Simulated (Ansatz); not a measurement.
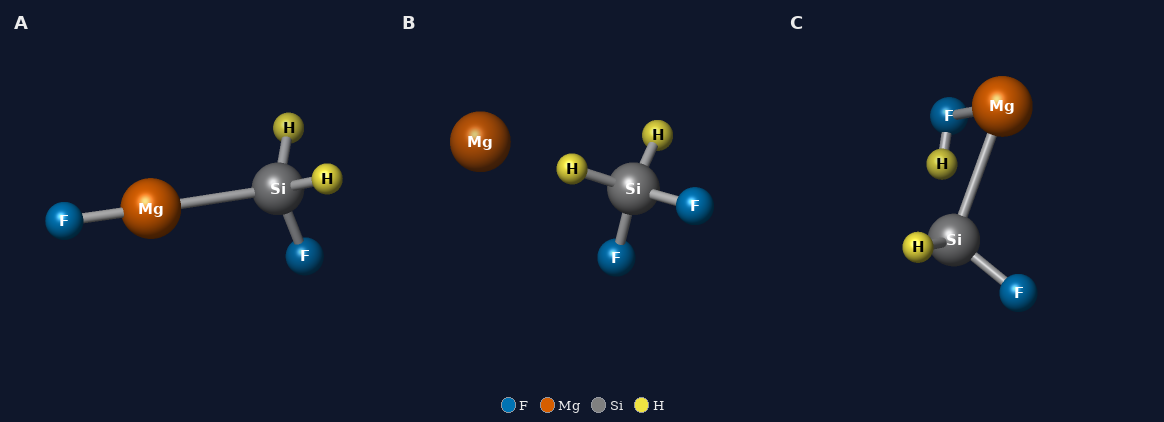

3 stationary structures of one formula. Geometries: PBE0-D4/def2-TZVP. Electronic energies: r2SCAN-D4/def2-TZVPP (Ansatz 0.2.0), without zero-point energy. No frequency run is at hand to confirm each as a minimum.

Which is lowest in energy, and by how much?

Answer. A is lowest (Cs); B lies 5.0 kcal/mol above it (Cs), C lies 66.0 kcal/mol above it (C1).
